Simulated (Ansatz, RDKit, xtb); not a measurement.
# Isomers of C2H6O3SSi, a sample narrowed down

A sample of isomers of C2H6O3SSi is drawn. Aim: find which of them has the lowest free energy at 298.15 K, then its properties. The sample is small against all isomers, and the most stable one of this formula need not be in it.

Plan: many cheap relaxations first (GFN2-xTB), then density-functional screening, relaxation at r2SCAN-D4/def2-SVP, vibrations (at GFN2-xTB) and a final energy. The numbers are computed, not measured.

## Step 1: Candidates

Isomers were taken from a list of plausible structures; this is a sample, not all of them. That gives 4 candidates.

| label | SMILES | spin |
| --- | --- | --- |
| c030 | O=C(O)CS[SiH2]O | singlet |
| c425 | O=S1(=O)CC[SiH2]O1 | singlet |
| c472 | O[Si]1(O)OCCS1 | singlet |
| c742 | C=CS(=O)(=O)O[SiH3] | singlet |

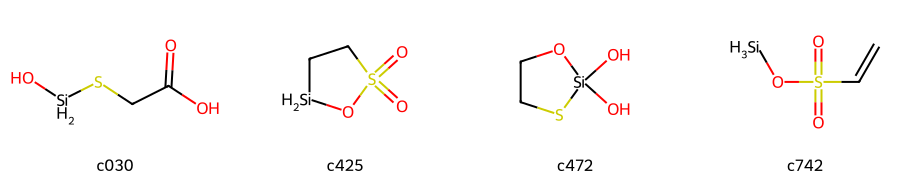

Structural formulas of the candidates.

Candidates are built by distance geometry, with a force field where one applies, in up to four conformers (letters a to d).

## Step 2: Search with GFN2-xTB

All 10 starts are relaxed the same way. One of them, c472b (taken from a list of plausible isomers, embedded by distance geometry and MMFF94), in full:

start.xyz

```xyz
13
c472b
C      1.220162    -0.761599    -0.173015
C      1.894537     0.334227     0.655347
O     -1.883520     1.441422     0.624824
O     -1.003767     1.405297    -1.922902
O     -0.235286    -0.600941    -0.157575
S      1.105583     1.980268     0.243737
Si    -0.673172     0.991663    -0.372674
H     -1.857282     0.976045     1.504306
H     -1.323150     2.297990    -2.035429
H      1.431889    -1.717401     0.194942
H      1.544800    -0.691845    -1.229062
H      1.681570     0.166157     1.717990
H      2.957177     0.369541     0.538358
```

Run with:

```bash
$ xtb start.xyz --gfn 2 --opt
```

What it wrote (excerpt; [...] marks lines left out):

```text
* xtb version 6.7.1
[...]
          :  # basis functions                  46          :
[...]
          :  # electrons                        42          :
[...]
          :  Hamiltonian                  GFN2-xTB          :
[...]
          :  net charge                          0          :
          :  unpaired electrons                  0          :
[...]
   *** convergence criteria satisfied after 13 iterations ***
[...]
   *** GEOMETRY OPTIMIZATION CONVERGED AFTER 16 ITERATIONS ***
[...]
   *** convergence criteria satisfied after 3 iterations ***
[...]
         ::                     SUMMARY                     ::
         :::::::::::::::::::::::::::::::::::::::::::::::::::::
         :: total energy             -24.677272403293 Eh    ::
         :: gradient norm              0.000861967304 Eh/a0 ::
         :: HOMO-LUMO gap              4.582083310711 eV    ::
         ::.................................................::
         :: SCC energy               -24.858418386584 Eh    ::
         :: -> isotropic ES            0.091405100277 Eh    ::
         :: -> anisotropic ES         -0.003326183104 Eh    ::
         :: -> anisotropic XC          0.002422051742 Eh    ::
         :: -> dispersion             -0.010114613709 Eh    ::
         :: repulsion energy           0.181145983291 Eh    ::
         :: add. restraining           0.000000000000 Eh    ::
         :: total charge               0.000000000000 e     ::
         :::::::::::::::::::::::::::::::::::::::::::::::::::::
[...]
        21        2.0000           -0.3619629              -9.8495 (HOMO)
        22                         -0.1935745              -5.2674 (LUMO)
[...]
     #   Z          covCN         q      C6AA      α(0)
     1   6          3.898     0.086    19.110     6.214
     2   6          3.812    -0.022    20.964     6.517
     3   8          1.576    -0.465    22.194     6.357
     4   8          1.576    -0.440    21.681     6.283
     5   8          1.622    -0.362    20.136     6.057
     6  16          1.891    -0.329   155.377    20.980
     7  14          3.389     0.697   102.749    20.013
     8   1          0.810     0.330     0.637     1.254
     9   1          0.811     0.327     0.643     1.259
    10   1          0.924     0.045     2.382     2.413
    11   1          0.924     0.036     2.510     2.477
    12   1          0.925     0.043     2.411     2.428
    13   1          0.925     0.053     2.280     2.361
[...]
     #   Z sym  total        # sym  WBO       # sym  WBO       # sym  WBO
 ---------------------------------------------------------------------------
     1   6      3.946 --     2      1.009     5      0.993    11      0.977
                            10      0.966
     2   6      3.985 --     1      1.009     6      1.009    12      0.981
                            13      0.978
     3   8      2.186 --     7      1.158     8      0.875
     4   8      2.214 --     7      1.189     9      0.877
     5   8      2.255 --     7      1.082     1      0.993
     6  16      2.064 --     2      1.009     7      0.842
     7  14      4.273 --     4      1.189     3      1.158     5      1.082
                             6      0.842
     8   1      0.891 --     3      0.875
     9   1      0.892 --     4      0.877
    10   1      0.998 --     1      0.966
[...]
molecular dipole:
                 x           y           z       tot (Debye)
 q only:       -0.347      -0.082       0.282
   full:       -0.296      -0.534       0.404       1.861
molecular quadrupole (traceless):
[...]
          | TOTAL ENERGY              -24.677272403293 Eh   |
          | GRADIENT NORM               0.000861967304 Eh/α |
          | HOMO-LUMO GAP               4.582083310711 eV   |
           -------------------------------------------------
[...]
```

It took 0.1 s on 4 threads of Arm Neoverse V2, shared host.

## Step 3: The minima found

10 of the 10 relaxations converged; 2 ended on a minimum already found. 8 distinct structures remain:

| label | start | SMILES after | spin | energy (kcal/mol) |
| --- | --- | --- | --- | --- |
| c472b | drawn | O[Si]1(O)OCCS1 | singlet | 0.0 |
| c030a | drawn | O=C(O)CS[SiH2]O | singlet | 45.0 |
| c030b | drawn | O=C(O)CS[SiH2]O | singlet | 47.3 |
| c030c | drawn | O=C(O)CS[SiH2]O | singlet | 49.3 |
| c030d | drawn | O=C(O)CS[SiH2]O | singlet | 50.5 |
| c425a | drawn | O=S1(=O)CC[SiH2]O1 | singlet | 57.1 |
| c742c | drawn | C=CS(=O)(=O)O[SiH3] | singlet | 79.5 |
| c742b | drawn | C=CS(=O)(=O)O[SiH3] | singlet | 81.1 |

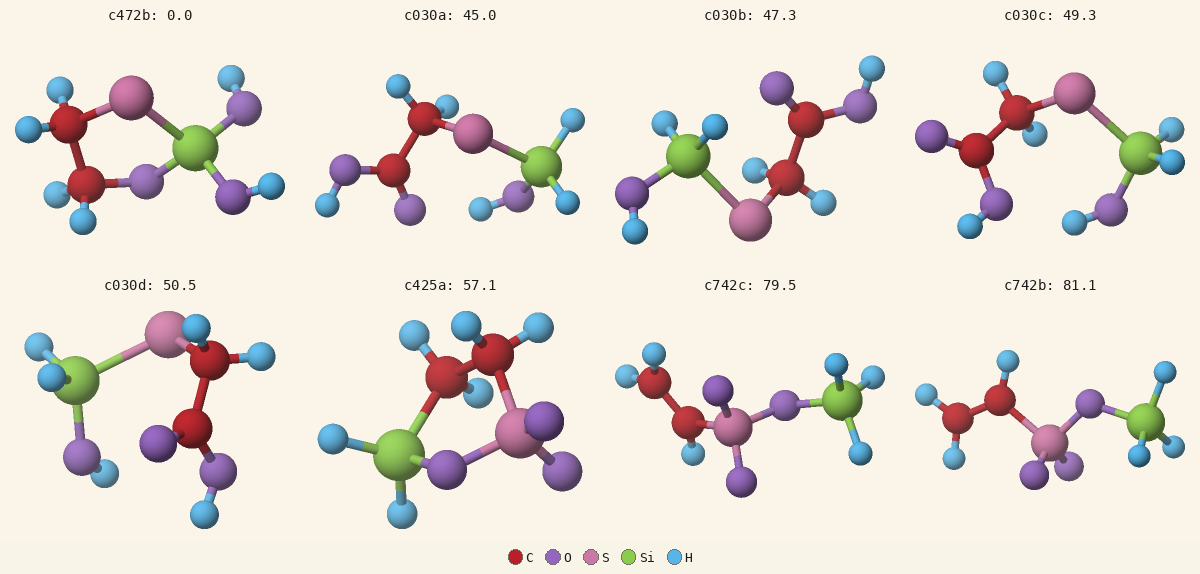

The 8 lowest minima that did not fall apart, with their GFN2-xTB energies in kcal/mol.

## Step 4: Screening with a density functional

A choice of the minima (the low ones first, few conformers of a pattern, up to a cap) and the lowest that fell apart get a single point at r2SCAN-D4/def2-SVP on the tight-binding geometry, and one at HF/STO-3G for comparison. The lowest singlets are also tried as triplets at the same geometry (label ending in t). The first, c472b:

input.yaml

```yaml
crystal:
  periodic: [false, false, false]
  atoms:
    - {symbol: C, position_ang: [1.225293, -0.732757, -0.195764]}
    - {symbol: C, position_ang: [1.917757, 0.299594, 0.686283]}
    - {symbol: O, position_ang: [-1.947826, 1.356699, 0.548985]}
    - {symbol: O, position_ang: [-0.977197, 1.429887, -1.866820]}
    - {symbol: O, position_ang: [-0.157508, -0.498786, -0.219425]}
    - {symbol: S, position_ang: [1.208915, 1.945570, 0.333156]}
    - {symbol: Si, position_ang: [-0.630373, 1.049184, -0.338449]}
    - {symbol: H, position_ang: [-1.973830, 1.151334, 1.480568]}
    - {symbol: H, position_ang: [-1.535725, 2.180053, -2.053845]}
    - {symbol: H, position_ang: [1.382666, -1.741146, 0.196447]}
    - {symbol: H, position_ang: [1.616658, -0.676161, -1.216961]}
    - {symbol: H, position_ang: [1.743975, 0.088536, 1.741802]}
    - {symbol: H, position_ang: [2.986736, 0.338817, 0.492870]}
basis:
  gaussian:
    orbitals: def2-SVP
hamiltonian:
  xc: r2scan
  dispersion: d4
scf:
  lower_state_search: "off"
```

Run with:

```bash
$ ansatz run input.yaml --threads 4 --pin off --max-ram 7830MiB --events-out events.jsonl --progress --plain --runs-dir runs
```

What it wrote (excerpt; [...] marks lines left out):

```text
Warning: RAYON_NUM_THREADS=4 ignored (pool sized by the plan → 4); use --threads N
Functional definition: r2SCAN
  name "r2SCAN"
[...]
1494 factors; their error is unknown
[...]
mean field -27012.29657124 eV, -992.6835894007 hartree, gradient 4.6e-6 eV, S^2 0.000000; 0 other end points of the search recorded, 0 dependent functions left out
reference -27012.29658159 eV, -992.6835897813 hartree; 36, 36 occupied and 100, 100 virtual orbitals, 1494 factors
Total energy: -27012.39034955 eV, -992.6870356901 hartree
Checks for a lower state left out: stability, starts, cluster_reference, orbital_swaps, neighbouring_geometries, increment
```

It took 1.6 s on 4 threads of Arm Neoverse V2, shared host.

Relative energies in kcal/mol, each column from its lowest structure that stays in one piece:

| label | SMILES | spin | GFN2-xTB | HF/STO-3G | r2SCAN-D4/def2-SVP |
| --- | --- | --- | --- | --- | --- |
| c472b | O[Si]1(O)OCCS1 | singlet | 0.0 | 0.0 | 0.0 |
| c030a | O=C(O)CS[SiH2]O | singlet | 45.0 | 56.8 | 48.0 |
| c030b | O=C(O)CS[SiH2]O | singlet | 47.3 | 59.6 | 53.7 |
| c425a | O=S1(=O)CC[SiH2]O1 | singlet | 57.1 | 293.8 | 119.8 |
| c472bt | O[Si]1(O)OCCS1 | triplet | – | – | 127.2 |
| c030at | O=C(O)CS[SiH2]O | triplet | – | – | 148.1 |

## Step 5: Refinement at r2SCAN-D4/def2-SVP

3 candidates are relaxed at r2SCAN-D4/def2-SVP (chosen among the lowest in one piece, one conformer a pattern). The first, c472b:

input.yaml

```yaml
crystal:
  periodic: [false, false, false]
  atoms:
    - symbol: C
      position_ang: [1.225293, -0.732757, -0.195764]
    - symbol: C
      position_ang: [1.917757, 0.299594, 0.686283]
    - symbol: O
      position_ang: [-1.947826, 1.356699, 0.548985]
    - symbol: O
      position_ang: [-0.977197, 1.429887, -1.866820]
    - symbol: O
      position_ang: [-0.157508, -0.498786, -0.219425]
    - symbol: S
      position_ang: [1.208915, 1.945570, 0.333156]
    - symbol: Si
      position_ang: [-0.630373, 1.049184, -0.338449]
    - symbol: H
      position_ang: [-1.973830, 1.151334, 1.480568]
    - symbol: H
      position_ang: [-1.535725, 2.180053, -2.053845]
    - symbol: H
      position_ang: [1.382666, -1.741146, 0.196447]
    - symbol: H
      position_ang: [1.616658, -0.676161, -1.216961]
    - symbol: H
      position_ang: [1.743975, 0.088536, 1.741802]
    - symbol: H
      position_ang: [2.986736, 0.338817, 0.492870]
basis:
  gaussian: {orbitals: def2-SVP}
relax: {f_tol: 0.006}
hamiltonian: {xc: {name: r2SCAN}, dispersion: d4}
scf: {lower_state_search: "off"}
```

Run with:

```bash
$ ansatz run input.yaml --threads 4 --pin off --max-ram 7830MiB --events-out events.jsonl --progress --plain --runs-dir runs
```

What it wrote (excerpt; [...] marks lines left out):

```text
Warning: RAYON_NUM_THREADS=4 ignored (pool sized by the plan → 4); use --threads N
[...]
[... 2 set-up lines as earlier in the session ...]
[...]
1494 factors; their error is unknown
[...]
mean field -27012.29657070 eV, -992.6835893810 hartree, gradient 6.0e-6 eV, S^2 0.000000; 0 other end points of the search recorded, 0 dependent functions left out
[...]
reference -27012.29658106 eV, -992.6835897616 hartree; 36, 36 occupied and 100, 100 virtual orbitals, 1494 factors
relax step   1: F+E_penalty+E_count = -27012.39033866 eV  Δ(F+E_penalty+E_count) = +0.000e0 eV  max|allowed force component| = 1.102e0 eV/Å  Δτ_max = 0.0000 Å  (19 SCF iters, accepted)
[...]
relax step   4: F+E_penalty+E_count = -27012.49215061 eV  Δ(F+E_penalty+E_count) = -2.859e-3 eV  max|allowed force component| = 3.651e-1 eV/Å  Δτ_max = 0.1281 Å  (18 SCF iters, accepted)
[...]
Atom 4 at    -0.159751    -0.451759    -0.257823 Å, force     0.002145    -0.001034    -0.000421 eV/Å
Atom 5 at     1.327709     1.968398     0.270775 Å, force     0.000917     0.002527    -0.000195 eV/Å
Atom 6 at    -0.552179     1.168468    -0.360016 Å, force    -0.003659     0.000138     0.000727 eV/Å
Atom 7 at    -1.932567     1.063100     1.416617 Å, force     0.000506    -0.000532    -0.000643 eV/Å
Atom 8 at    -1.863854     1.839982    -2.031041 Å, force     0.001020    -0.000834     0.000435 eV/Å
Atom 9 at     1.356576    -1.758717     0.193532 Å, force     0.000190     0.000201    -0.000410 eV/Å
Atom 10 at     1.673931    -0.692408    -1.209130 Å, force     0.000644    -0.001111    -0.000553 eV/Å
Atom 11 at     1.681308     0.077107     1.775706 Å, force     0.001165    -0.000321     0.000833 eV/Å
Atom 12 at     3.012435     0.251795     0.594703 Å, force    -0.000253     0.000310    -0.000589 eV/Å
Dipole moment:    -0.032868    -0.374423     0.292096 e Å
Checks for a lower state left out: stability, starts, cluster_reference, orbital_swaps, neighbouring_geometries, increment
```

It took 22 s on 4 threads of Arm Neoverse V2, shared host.

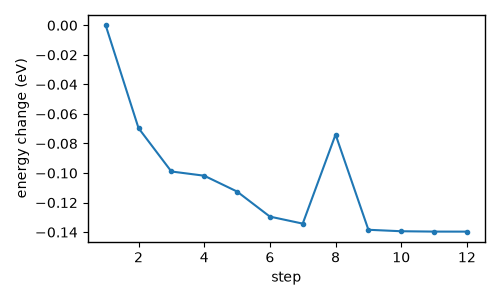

Energy along the run, all evaluated steps.

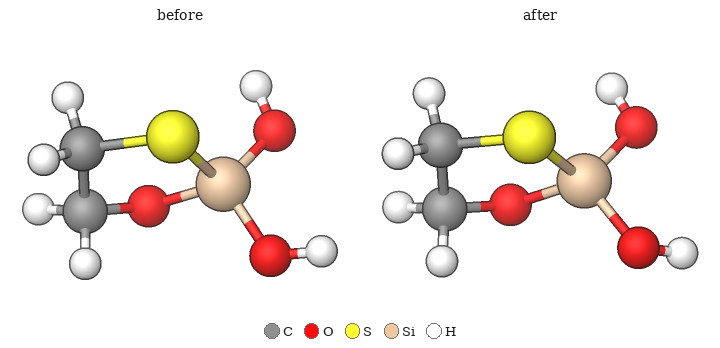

Before and after, at one scale.

After the run. Bond lengths: C1–C2 1.526 Å, C1–O5 1.418 Å, C2–S6 1.850 Å, O3–Si7 1.652 Å, O4–Si7 1.644 Å, O5–Si7 1.670 Å, S6–Si7 2.138 Å, O3–H8 0.964 Å, O4–H9 0.966 Å, C1–H10 1.103 Å, C1–H11 1.107 Å, C2–H12 1.102 Å, C2–H13 1.101 Å. Some angles: C1–C2–S6 108.4°, C2–C1–O5 109.7°, C1–O5–Si7 115.2°, C2–S6–Si7 90.5°, O3–Si7–O4 104.5°, O3–Si7–O5 109.1°, O3–Si7–S6 119.9°, O4–Si7–O5 116.2°, O4–Si7–S6 109.7°, O5–Si7–S6 97.9°.

[end of part 1 of 2]
